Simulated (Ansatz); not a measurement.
# F2H4O2Si2 + H2O: a complex and its separated parts, part 2 of 2

Ansatz 0.2.0, Gaussian basis.

## (13) CAM-B3LYP-D4/def2-TZVPP

The inputs:

parta/in.yaml

```yaml
crystal:
  periodic: [false, false, false]
  atoms:
    - {symbol: Si, position_ang: [-0.659924, -0.109169, 1.346154]}
    - {symbol: O, position_ang: [-0.375374, -0.491047, -0.182187]}
    - {symbol: Si, position_ang: [-0.501437, -1.560537, -1.424557]}
    - {symbol: F, position_ang: [0.051857, -1.172169, 2.273202]}
    - {symbol: F, position_ang: [-2.198201, -0.184357, 1.667691]}
    - {symbol: O, position_ang: [-0.186378, 1.388056, 1.703069]}
    - {symbol: H, position_ang: [-1.897178, -1.573031, -1.924606]}
    - {symbol: H, position_ang: [0.418602, -1.109613, -2.494757]}
    - {symbol: H, position_ang: [-0.117068, -2.916645, -0.962055]}
    - {symbol: H, position_ang: [0.681638, 1.683500, 1.427983]}
basis:
  gaussian: {orbitals: def2-TZVPP}
hamiltonian: {xc: {name: CAM-B3LYP}, dispersion: d4}
```

partb/in.yaml

```yaml
crystal:
  periodic: [false, false, false]
  atoms:
    - {symbol: H, position_ang: [1.196771, 1.427476, -0.815012]}
    - {symbol: O, position_ang: [1.319455, 2.233731, -0.309353]}
    - {symbol: H, position_ang: [2.267234, 2.383706, -0.305471]}
basis:
  gaussian: {orbitals: def2-TZVPP}
hamiltonian: {xc: {name: CAM-B3LYP}, dispersion: d4}
```

Each run has its own folder and the same command.

Run with:

```console
$ ansatz run in.yaml --threads 4 --pin off --events-out ev --progress --plain --max-ram 41984MiB --backend cpu
```

Output in parta, cut to the lines that bear on the results:

```text
Functional definition: CAM-B3LYP
  name "CAM-B3LYP"
  cite "Yanai, Tew & Handy, Chem. Phys. Lett. 393, 51 (2004) doi:10.1016/j.cplett.2004.06.011"
  cite "Iikura, Tsuneda, Yanai & Hirao, J. Chem. Phys. 115, 3540 (2001) doi:10.1063/1.1383587"
  cite "Becke, Phys. Rev. A 38, 3098 (1988) doi:10.1103/PhysRevA.38.3098"
  cite "Lee, Yang & Parr, Phys. Rev. B 37, 785 (1988) doi:10.1103/PhysRevB.37.785"
[...]
  # Exact exchange under (alpha + beta erf(omega r))/r, Becke's under what is left of 1/r.
[...]
1432 factors; their error is unknown
324 factors; integrals over basis functions are off by at most 1.5e-5 eV
[...]
mean field -25359.18445108 eV, -931.9328395046 hartree, gradient 2.8e-5 eV, S^2 0.000000; 0 other end points of the search recorded, 0 dependent functions left out
reference -25359.18458410 eV, -931.9328443928 hartree; 33, 33 occupied and 231, 231 virtual orbitals, 1432 factors
Total energy: -25359.38529714 eV, -931.9402204613 hartree
```

partb printed, cut to the lines that bear on the results:

```text
[... 6 set-up lines as earlier in the session ...]
[...]
  # Exact exchange under (alpha + beta erf(omega r))/r, Becke's under what is left of 1/r.
[...]
269 factors; their error is unknown
72 factors; integrals over basis functions are off by at most 1.6e-5 eV
[...]
mean field -2079.99968551 eV, -76.4385785680 hartree, gradient 1.1e-5 eV, S^2 0.000000; 0 other end points of the search recorded, 0 dependent functions left out
reference -2079.99975294 eV, -76.4385810461 hartree; 5, 5 occupied and 54, 54 virtual orbitals, 269 factors
Total energy: -2080.00381890 eV, -76.4387304672 hartree
```

They took 6.5 s (parta), 0.51 s (partb) on 4 threads of AMD EPYC 7R13, shared host; peak memory 0.69 GiB.

## (14) wB97X-V/def2-TZVPP

The same edit goes into each in.yaml of step 13 (parta, partb):

```diff
-hamiltonian: {xc: {name: CAM-B3LYP}, dispersion: d4}
+hamiltonian: {xc: {name: wB97X-V}}
```

One command serves all of them, each in its own folder.

Run with:

```console
$ ansatz run in.yaml --threads 4 --pin off --events-out ev --progress --plain --max-ram 41984MiB --backend cpu
```

parta printed, cut to the lines that bear on the results:

```text
Functional definition: wB97X-V
  name "wB97X-V"
  cite "Mardirossian & Head-Gordon, Phys. Chem. Chem. Phys. 16, 9904 (2014) doi:10.1039/C3CP54374A"
[... 2 set-up lines as earlier in the session ...]
[...]
      + integral(e_c_pw_opposite_spin*poly(b97_u_opposite, cos0, cos1)) + vv10(b, c)
1432 factors; their error is unknown
296 factors; integrals over basis functions are off by at most 1.3e-5 eV
[...]
mean field -25355.28130596 eV, -931.7894015671 hartree, gradient 7.1e-5 eV, S^2 0.000000; 0 other end points of the search recorded, 0 dependent functions left out
reference -25355.28130378 eV, -931.7894014871 hartree; 33, 33 occupied and 231, 231 virtual orbitals, 1432 factors
Total energy: -25355.28130378 eV, -931.7894014871 hartree
```

partb printed, cut to the lines that bear on the results:

```text
[... 5 set-up lines as earlier in the session ...]
[...]
      + integral(e_c_pw_opposite_spin*poly(b97_u_opposite, cos0, cos1)) + vv10(b, c)
269 factors; their error is unknown
69 factors; integrals over basis functions are off by at most 2.2e-5 eV
[...]
mean field -2079.88767190 eV, -76.4344621437 hartree, gradient 2.2e-5 eV, S^2 0.000000; 0 other end points of the search recorded, 0 dependent functions left out
reference -2079.88767100 eV, -76.4344621107 hartree; 5, 5 occupied and 54, 54 virtual orbitals, 269 factors
Total energy: -2079.88767100 eV, -76.4344621107 hartree
```

Times: 7 s (parta), 0.87 s (partb) on 4 threads of AMD EPYC 7R13, shared host; peak memory 0.75 GiB.

## (15) wB97M-V/def2-TZVPP

The same edit goes into each in.yaml of step 14 (parta, partb):

```diff
-hamiltonian: {xc: {name: wB97X-V}}
+hamiltonian: {xc: {name: wB97M-V}}
```

Each run has its own folder and the same command.

Run with:

```console
$ ansatz run in.yaml --threads 4 --pin off --events-out ev --progress --plain --max-ram 41984MiB --backend cpu
```

Log of parta, cut to the lines that bear on the results:

```text
Functional definition: wB97M-V
  name "wB97M-V"
  cite "Mardirossian & Head-Gordon, J. Chem. Phys. 144, 214110 (2016) doi:10.1063/1.4952647"
[... 2 set-up lines as earlier in the session ...]
  # Of w^i u^j: cxij and so on, Table III.
[...]
  gx(w, u) = 1 - cx + cx01*u + cx10*w
[...]
      + integral(e_c_pw_mod_opposite_spin*gos(b97_w_opposite, b97_u_opposite)) + vv10(b, c)
1432 factors; their error is unknown
296 factors; integrals over basis functions are off by at most 1.3e-5 eV
[...]
mean field -25357.54929559 eV, -931.8727486489 hartree, gradient 2.5e-5 eV, S^2 0.000000; 0 other end points of the search recorded, 0 dependent functions left out
reference -25357.54934879 eV, -931.8727506036 hartree; 33, 33 occupied and 231, 231 virtual orbitals, 1432 factors
Total energy: -25357.54934879 eV, -931.8727506036 hartree
```

Output in partb, cut to the lines that bear on the results:

```text
[... 5 set-up lines as earlier in the session ...]
  # Of w^i u^j: cxij and so on, Table III.
[...]
  gx(w, u) = 1 - cx + cx01*u + cx10*w
[...]
      + integral(e_c_pw_mod_opposite_spin*gos(b97_w_opposite, b97_u_opposite)) + vv10(b, c)
269 factors; their error is unknown
69 factors; integrals over basis functions are off by at most 2.2e-5 eV
[...]
mean field -2079.85938206 eV, -76.4334225115 hartree, gradient 2.9e-5 eV, S^2 0.000000; 0 other end points of the search recorded, 0 dependent functions left out
reference -2079.85940407 eV, -76.4334233203 hartree; 5, 5 occupied and 54, 54 virtual orbitals, 269 factors
Total energy: -2079.85940407 eV, -76.4334233203 hartree
```

They took 8.1 s (parta), 0.92 s (partb) on 4 threads of AMD EPYC 7R13, shared host; peak memory 0.77 GiB.

## (16) B2PLYP/def2-TZVPP

Each input of step 15 (parta, partb) changes in the same lines:

```diff
-hamiltonian: {xc: {name: wB97M-V}}
+hamiltonian: {xc: {name: B2PLYP}}
```

One command serves all of them, each in its own folder.

Run with:

```console
$ ansatz run in.yaml --threads 4 --pin off --events-out ev --progress --plain --max-ram 41984MiB --backend cpu
```

Output in parta, cut to the lines that bear on the results:

```text
Functional definition: B2PLYP
  name "B2PLYP"
  cite "Grimme, J. Chem. Phys. 124, 034108 (2006) doi:10.1063/1.2148954"
[... 2 set-up lines as earlier in the session ...]
[...]
1609 factors; integrals over basis functions are off by at most 9.5e-4 eV
[...]
mean field -25338.77476536 eV, -931.1827973886 hartree, gradient 5.3e-6 eV, S^2 0.000000; 0 other end points of the search recorded, 0 dependent functions left out
14 core orbitals not correlated: weight in the atoms' cores, before any rotation towards them, 1.000 or more for the frozen orbitals, at most 0.000 for the correlated occupied ones
reference -25338.77493560 eV, -931.1828036448 hartree; 19, 19 occupied and 231, 231 virtual orbitals, 1609 factors
second order -38.92094174 eV of doubles, -0.00000000 eV of singles
Total energy: -25349.28358987 eV, -931.5689895662 hartree
```

Output in partb, cut to the lines that bear on the results:

```text
[... 5 set-up lines as earlier in the session ...]
[...]
361 factors; integrals over basis functions are off by at most 7.6e-4 eV
[...]
mean field -2077.03828085 eV, -76.3297489540 hartree, gradient 8.4e-7 eV, S^2 0.000000; 0 other end points of the search recorded, 0 dependent functions left out
1 core orbitals not correlated: weight in the atoms' cores, before any rotation towards them, 1.000 or more for the frozen orbitals, at most 0.000 for the correlated occupied ones
reference -2077.03836587 eV, -76.3297520786 hartree; 4, 4 occupied and 54, 54 virtual orbitals, 361 factors
second order -8.41871945 eV of doubles, -0.00000000 eV of singles
Total energy: -2079.31142012 eV, -76.4132852816 hartree
```

Times: 6.5 s (parta), 0.49 s (partb) on 4 threads of AMD EPYC 7R13, shared host; peak memory 0.75 GiB.

## (17) PBE-QIDH/def2-TZVPP

Each input of step 16 (parta, partb) changes in the same lines:

```diff
-hamiltonian: {xc: {name: B2PLYP}}
+hamiltonian: {xc: {name: PBE-QIDH}}
```

One command serves all of them, each in its own folder.

Run with:

```console
$ ansatz run in.yaml --threads 4 --pin off --events-out ev --progress --plain --max-ram 41984MiB --backend cpu
```

Log of parta, cut to the lines that bear on the results:

```text
Functional definition: PBE-QIDH
  name "PBE-QIDH"
  cite "Brémond, Sancho-García, Pérez-Jiménez & Adamo, J. Chem. Phys. 141, 031101 (2014) doi:10.1063/1.4890314"
[... 1 set-up line as earlier in the session ...]
[...]
1609 factors; integrals over basis functions are off by at most 9.5e-4 eV
[...]
mean field -25327.14766481 eV, -930.7555093244 hartree, gradient 6.8e-6 eV, S^2 0.000000; 0 other end points of the search recorded, 0 dependent functions left out
14 core orbitals not correlated: weight in the atoms' cores, before any rotation towards them, 1.000 or more for the frozen orbitals, at most 0.000 for the correlated occupied ones
reference -25327.14767751 eV, -930.7555097914 hartree; 19, 19 occupied and 231, 231 virtual orbitals, 1609 factors
second order -36.35311313 eV of doubles, -0.00000000 eV of singles
Total energy: -25339.26538189 eV, -931.2008272135 hartree
```

partb printed, cut to the lines that bear on the results:

```text
[... 4 set-up lines as earlier in the session ...]
[...]
361 factors; integrals over basis functions are off by at most 7.6e-4 eV
[...]
mean field -2075.58435538 eV, -76.2763181784 hartree, gradient 2.2e-6 eV, S^2 0.000000; 0 other end points of the search recorded, 0 dependent functions left out
1 core orbitals not correlated: weight in the atoms' cores, before any rotation towards them, 1.000 or more for the frozen orbitals, at most 0.000 for the correlated occupied ones
reference -2075.58436087 eV, -76.2763183803 hartree; 4, 4 occupied and 54, 54 virtual orbitals, 361 factors
second order -7.85898727 eV of doubles, -0.00000000 eV of singles
Total energy: -2078.20402329 eV, -76.3725891987 hartree
```

Wall times: 7 s (parta), 0.68 s (partb) on 4 threads of AMD EPYC 7R13, shared host; peak memory 0.74 GiB.

## (18) RPA on PBE/def2-TZVPP

Each input of step 17 (parta, partb) changes in the same lines:

```diff
-hamiltonian: {xc: {name: PBE-QIDH}}
+hamiltonian: {xc: pbe}
+correlation: {method: rpa}
```

The same command starts each run, in its folder.

Run with:

```console
$ ansatz run in.yaml --threads 4 --pin off --events-out ev --progress --plain --max-ram 41984MiB --backend cpu
```

Log of parta, cut to the lines that bear on the results:

```text
[... 4 set-up lines as earlier in the session ...]
[...]
1609 factors; integrals over basis functions are off by at most 9.5e-4 eV
[...]
mean field -25342.95011675 eV, -931.3362387220 hartree, gradient 4.0e-7 eV, S^2 0.000000; 0 other end points of the search recorded, 0 dependent functions left out
14 core orbitals not correlated: weight in the atoms' cores, before any rotation towards them, 1.000 or more for the frozen orbitals, at most 0.000 for the correlated occupied ones
reference -25285.39281001 eV, -929.2210467130 hartree; 19, 19 occupied and 231, 231 virtual orbitals, 1609 factors
Total energy: -25336.20372790 eV, -931.0883135045 hartree
```

Log of partb, cut to the lines that bear on the results:

```text
[... 4 set-up lines as earlier in the session ...]
[...]
361 factors; integrals over basis functions are off by at most 7.6e-4 eV
[...]
mean field -2078.40755231 eV, -76.3800687522 hartree, gradient 2.1e-6 eV, S^2 0.000000; 0 other end points of the search recorded, 0 dependent functions left out
1 core orbitals not correlated: weight in the atoms' cores, before any rotation towards them, 1.000 or more for the frozen orbitals, at most 0.000 for the correlated occupied ones
reference -2069.53696814 eV, -76.0540807965 hartree; 4, 4 occupied and 54, 54 virtual orbitals, 361 factors
Total energy: -2080.48260122 eV, -76.4563253930 hartree
```

Wall times: 6.5 s (parta), 0.82 s (partb) on 4 threads of AMD EPYC 7R13, shared host.

## (19) CCSD(T)/def2-TZVPP

The same edit goes into each in.yaml of step 18 (parta, partb):

```diff
-hamiltonian: {xc: pbe}
-correlation: {method: rpa}
+correlation: {method: ccsd_t}
```

Run with:

```console
$ ansatz run in.yaml --threads 4 --pin off --events-out ev --progress --plain --max-ram 41984MiB --backend cuda --devices 0, --max-vram 37GiB   # in parta
$ ansatz run in.yaml --threads 4 --pin off --events-out ev --progress --plain --max-ram 41984MiB --backend cpu   # in partb
```

Log of parta, cut to the lines that bear on the results:

```text
Functional definition: HF
  name "HF"
  cite "Fock, Z. Phys. 61, 126 (1930) doi:10.1007/BF01340294"
[... 1 set-up line as earlier in the session ...]
[...]
1609 factors; integrals over basis functions are off by at most 9.5e-4 eV
[...]
mean field -25287.59721509 eV, -929.3020571055 hartree, gradient 3.4e-6 eV, S^2 0.000000; 0 other end points of the search recorded, 0 dependent functions left out
14 core orbitals not correlated: weight in the atoms' cores, before any rotation towards them, 1.000 or more for the frozen orbitals, at most 0.000 for the correlated occupied ones
reference -25287.59721509 eV, -929.3020571055 hartree; 19, 19 occupied and 231, 231 virtual orbitals, 1609 factors
second order -32.67305873 eV of doubles, -0.00000000 eV of singles
cycle   1  -32.55745907 eV  change    1.2e-1 eV  update   1.1e-1
[...]
cycle   9  -33.37010158 eV  change    2.7e-6 eV  update   1.0e-5
perturbative correction -1.02773194 eV, -0.0377684521 hartree
Total energy: -25321.99504861 eV, -930.5661541717 hartree
```

partb printed, cut to the lines that bear on the results:

```text
[... 4 set-up lines as earlier in the session ...]
[...]
361 factors; integrals over basis functions are off by at most 7.6e-4 eV
[...]
mean field -2069.76241343 eV, -76.0623657580 hartree, gradient 3.6e-6 eV, S^2 0.000000; 0 other end points of the search recorded, 0 dependent functions left out
1 core orbitals not correlated: weight in the atoms' cores, before any rotation towards them, 1.000 or more for the frozen orbitals, at most 0.000 for the correlated occupied ones
reference -2069.76241343 eV, -76.0623657580 hartree; 4, 4 occupied and 54, 54 virtual orbitals, 361 factors
second order -7.10556313 eV of doubles, -0.00000000 eV of singles
cycle   1  -7.11162559 eV  change   -6.1e-3 eV  update   4.1e-2
[...]
cycle   8  -7.26608041 eV  change    3.4e-6 eV  update   7.2e-6
perturbative correction -0.20740285 eV, -0.0076219143 hartree
Total energy: -2077.23589669 eV, -76.3370112023 hartree
```

Wall times: 6.5 s (parta, 1 × a share of an NVIDIA H100 with 4 threads of AMD EPYC 7R13, shared host), 1.4 s (partb, 4 threads of AMD EPYC 7R13, shared host); peak memory 0.82 GiB.

## (20) Vibrations of F2H4O2Si2

vib-parta/in.yaml reads:

```yaml
crystal:
  periodic: [false, false, false]
  atoms:
    - {symbol: Si, position_ang: [-0.659924, -0.109169, 1.346154]}
    - {symbol: O, position_ang: [-0.375374, -0.491047, -0.182187]}
    - {symbol: Si, position_ang: [-0.501437, -1.560537, -1.424557]}
    - {symbol: F, position_ang: [0.051857, -1.172169, 2.273202]}
    - {symbol: F, position_ang: [-2.198201, -0.184357, 1.667691]}
    - {symbol: O, position_ang: [-0.186378, 1.388056, 1.703069]}
    - {symbol: H, position_ang: [-1.897178, -1.573031, -1.924606]}
    - {symbol: H, position_ang: [0.418602, -1.109613, -2.494757]}
    - {symbol: H, position_ang: [-0.117068, -2.916645, -0.962055]}
    - {symbol: H, position_ang: [0.681638, 1.683500, 1.427983]}
basis:
  gaussian: {orbitals: def2-TZVP}
hamiltonian: {xc: pbe0, dispersion: d4}
phonons: {temperatures: {t_min: 298.15, t_max: 900, t_step: 200}}
```

Run with:

```console
$ ansatz run in.yaml --threads 4 --pin off --events-out ev --progress --plain --max-ram 41984MiB --backend cuda --devices 0, --max-vram 37GiB
```

Log, cut to the lines that bear on the results:

```text
[... 5 set-up lines as earlier in the session ...]
[...]
1326 factors; their error is unknown
[...]
mean field -25344.60328137 eV, -931.3969914014 hartree, gradient 2.8e-5 eV, S^2 0.000000; 0 other end points of the search recorded, 0 dependent functions left out
[...]
Atom 8 at    -0.117068    -2.916645    -0.962055 Å, force    -0.002219    -0.000246     0.000690 eV/Å
Atom 9 at     0.681638     1.683500     1.427983 Å, force    -0.004894    -0.001607     0.001722 eV/Å
Dipole moment:     0.362593     0.075517    -0.376116 e Å
Vibrations: 8.29 29.17 65.84 119.71 266.10 279.08 336.12 374.13 395.12 606.21 727.95 734.99 797.74 868.72 954.74 955.39 979.95 985.56 1027.02 1169.85 2242.02 2247.59 2252.79 3943.78 cm⁻¹, zero-point energy 1.386629 eV
```

It took 67 s on 1 × a share of an NVIDIA H100 with 4 threads of AMD EPYC 7R13, shared host; peak host memory 0.89 GiB.

The modes, with what each moves most:

```tsv
mode	wavenumber (cm⁻¹)	character
1	8	torsion
2	29	torsion
3	66	bend
4	120	torsion
5	266	bend
6	279	bend
7	336	bend with torsion
8	374	torsion with bend
9	395	bend with torsion
10	606	Si–O stretch
11	728	bend
12	735	bend
13	798	bend
14	869	Si–F and Si–O stretch
15	955	bend with wag or twist
16	955	bend with wag or twist
17	980	bend
18	986	Si–F stretch
19	1027	Si–O and Si–F stretch
20	1170	Si–O stretch
21	2242	Si–H stretch
22	2248	Si–H stretch
23	2253	Si–H stretch
24	3944	O–H stretch
```

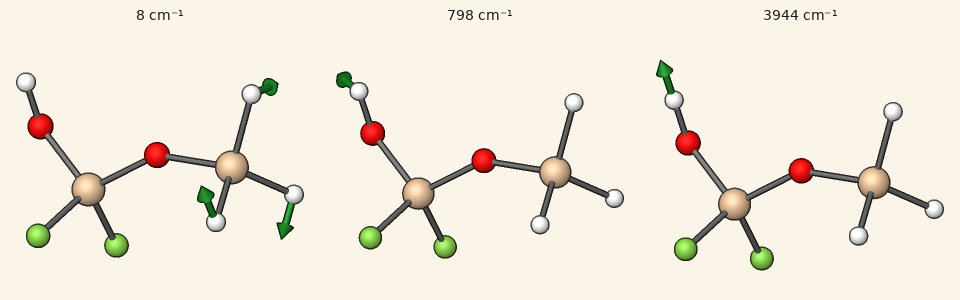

How the atoms move in 3 of the modes.

Vibrational sums (real modes only):

```tsv
T (K)	entropy (J/mol/K)	heat capacity (J/mol/K)
298	125.5	91.7
498	181.8	127.5
698	228.4	148.0
898	267.4	160.9
```

Modes under 50 cm⁻¹ weigh heavily in the entropy, and the harmonic picture is poor for them.

## (21) Vibrations of H2O

vib-partb/in.yaml reads:

```yaml
crystal:
  periodic: [false, false, false]
  atoms:
    - {symbol: H, position_ang: [1.196771, 1.427476, -0.815012]}
    - {symbol: O, position_ang: [1.319455, 2.233731, -0.309353]}
    - {symbol: H, position_ang: [2.267234, 2.383706, -0.305471]}
basis:
  gaussian: {orbitals: def2-TZVP}
hamiltonian: {xc: pbe0, dispersion: d4}
phonons: {temperatures: {t_min: 298.15, t_max: 900, t_step: 200}}
```

Run with:

```console
$ ansatz run in.yaml --threads 4 --pin off --events-out ev --progress --plain --max-ram 41984MiB --backend cpu
```

Log, cut to the lines that bear on the results:

```text
[... 5 set-up lines as earlier in the session ...]
[...]
239 factors; their error is unknown
[...]
mean field -2078.33307681 eV, -76.3773318281 hartree, gradient 1.2e-5 eV, S^2 0.000000; 0 other end points of the search recorded, 0 dependent functions left out
[...]
Total energy: -2078.33734664 eV, -76.3774887413 hartree
Atom 0 at     1.196771     1.427476    -0.815012 Å, force    -0.000009    -0.000029    -0.000018 eV/Å
Atom 1 at     1.319455     2.233731    -0.309353 Å, force    -0.000024     0.000019     0.000015 eV/Å
Atom 2 at     2.267234     2.383706    -0.305471 Å, force     0.000034     0.000010     0.000003 eV/Å
Dipole moment:     0.304235    -0.241989    -0.185019 e Å
Vibrations: 1622.90 3851.70 3959.43 cm⁻¹, zero-point energy 0.584836 eV
```

It took 1.4 s on 4 threads of AMD EPYC 7R13, shared host.

The modes, with what each moves most:

```tsv
mode	wavenumber (cm⁻¹)	character
1	1623	bend
2	3852	O–H stretch
3	3959	O–H stretch
```

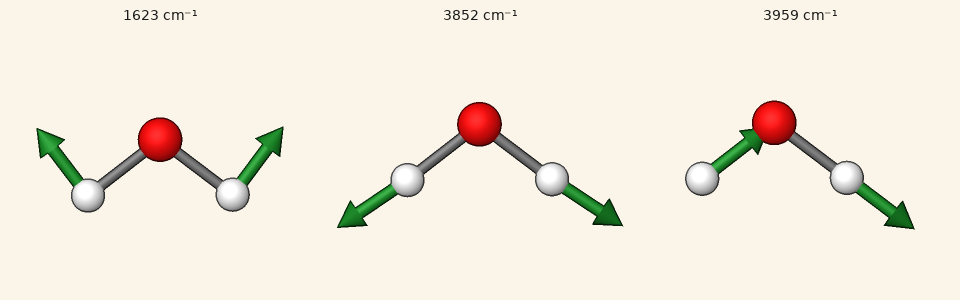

Displacements of 3 modes, as arrows.

Vibrational sums (real modes only):

```tsv
T (K)	entropy (J/mol/K)	heat capacity (J/mol/K)
298	0.0	0.2
498	0.4	1.7
698	1.4	3.9
898	2.6	6.1
```

## (22) Complex less separated parts

The complex's own energies come from single points at the same levels.

Rows are in def2-TZVPP.

Differences are taken before rounding.

```tsv
method	rung	complex less parts (kcal/mol)	from CCSD(T) (kcal/mol)
SPW92	LDA	-14.0	-5.7
PBE-D4	GGA	-10.1	-1.8
BLYP-D4	GGA	-9.5	-1.3
r2SCAN-D4	meta-GGA	-9.3	-1.1
B97M-V	meta-GGA	-8.7	-0.4
PBE0-D4	hybrid	-9.2	-1.0
B3LYP-D4	hybrid	-9.2	-0.9
r2SCAN0-D4	hybrid	-8.9	-0.7
BHLYP-D4	hybrid	-8.8	-0.5
CAM-B3LYP-D4	range-separated hybrid	-9.6	-1.3
wB97X-V	range-separated hybrid	-8.7	-0.5
wB97M-V	range-separated hybrid	-9.0	-0.7
B2PLYP	double hybrid	-7.7	+0.5
PBE-QIDH	double hybrid	-8.1	+0.1
RPA on PBE	RPA	-7.5	+0.8
Hartree-Fock	wavefunction	-3.8	+4.4
MP2	wavefunction	-8.3	-0.1
CCSD	wavefunction	-7.5	+0.8
CCSD(T)	wavefunction	-8.3	0
```

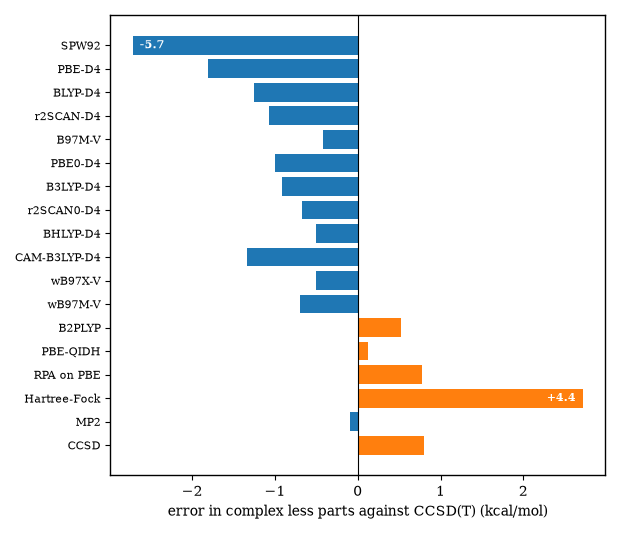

How far each level lands from CCSD(T). Bars with a number in them are cut short.

The complex's zero-point energy, from a separate PBE0-D4 run, is 2.065 eV.

## (23) Results

What follows sums up all 2 parts.

| quantity | value |
| --- | --- |
| complex less parts, CCSD(T)/def2-TZVPP | -8.3 kcal/mol |
| with zero-point energy | -6.1 kcal/mol |
| largest T1 diagnostic | 0.011 |

What this shows: At CCSD(T) the complex lies 8.3 kcal/mol below its parts. PBE-QIDH is the best functional here (+0.1 kcal/mol from CCSD(T)); SPW92 is the worst (-5.7 kcal/mol). Mean unsigned error by rung: LDA 5.7, GGA 1.5, meta-GGA 0.7, hybrid 0.8, range-separated hybrid 0.8, double hybrid 0.3 kcal/mol. The double hybrids carry no dispersion term here, unlike the levels marked D4 or V. PBE-D4 gives a relative energy 1.8 kcal/mol too low, outside chemical accuracy (1 kcal/mol). No counterpoise was applied, and triple zeta lacks some correlation, so the CCSD(T) reference has a basis error of its own, and close matches with it are partly luck.
